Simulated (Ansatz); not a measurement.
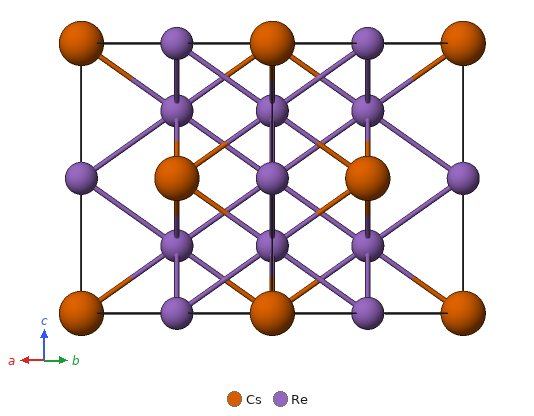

This ball-and-stick model is shown along [110]. The conventional unit cell is drawn as a box.

The cell measures a = 6.569 Å, b = 6.569 Å, c = 6.569 Å, α = 90.00°, β = 90.00°, γ = 90.00°.

The bonds drawn are Cs–Re up to 3.19 Å, Re–Re up to 3.19 Å (cut-off distances).

The composition is CsRe$_{3}$.

Q: Which Bravais lattice does it have?

A: Face-centred cubic.

Q: What kind of network do the bonds form?

A: The bonds build a three-dimensional framework.

Its origin is a textbook structure type filled with these elements (whether it is the usual form wasn't checked). The picture shows the end point of a geometry optimisation with DFT PBE, scalar-relativistic, plane waves, PAW (Ansatz 0.2.0).
